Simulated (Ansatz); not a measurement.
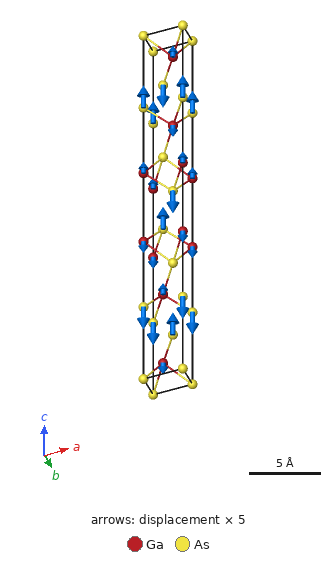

This is a relaxation of crystalline Ga₂As₃ (built on the tetradymite_166 type) (coarse preliminary run). The starting structure is drawn; blue arrows show the displacements (the part carried along by the change of the cell is left out), 5 times their true length.

The picture is a ball-and-stick view of the conventional cell (3 times the calculation's cell), seen from a free direction. Lengths and directions refer to the drawn axes.

Case: tetradymite type (R-3m, No. 166).

All numbers below come from DFT PBE, scalar-relativistic, plane waves, PAW (Ansatz 0.2.0). Settings: plane-wave cutoff 420 eV; k-point mesh 6 × 6 × 6; occupations gaussian; smearing width 0.1 eV; no spin polarisation; cell and atoms relaxed; force threshold 0.04 eV/Å; at most 70 steps.

**Atoms of which element are displaced furthest, and by how much?**

Arsenic: up to 0.33 Å, against 0.17 Å for gallium.

**What did the optimiser do to the structure, and how much energy did it gain?**

After 6 accepted moves (7 points after the start) the energy has fallen by 137 meV per atom. Largest force component: 0.69 eV/Å at the start, 0.0026 eV/Å at the end. The pressure goes from 1.03 to 0.03 GPa. The SCF was repeated once at an unchanged geometry on a basis and grid sized afresh for the cell, which shifted the energy by 0.3 meV per atom at most. The largest moves relative to the cell, 0.33 Å, are those of As atoms. Largest moves by element: As 0.33 Å, Ga 0.17 Å. Cell: a 3.667 → 3.865 Å (+5.4 %), b 3.666 → 3.865 Å (+5.4 %), c 25.494 → 23.821 Å (−6.6 %). Volume +3.8 %. Near-neighbour distances that change, for instance: As–As 3.042 → 2.620 Å, As–Ga 2.570 → 2.907 Å, As–Ga 2.715 → 2.645 Å. Bond angles that change, for instance: Ga–As–Ga 95.0° → 86.1°, As–Ga–As 85.0° → 93.9°, Ga–As–Ga 85.0° → 93.9°. The space group stays R-3m (No. 166). Cost: 37 s on 1 thread of Intel(R) Xeon(R) 6975P-C (Granite Rapids), with other jobs on the host, peak memory 0.47 GiB.
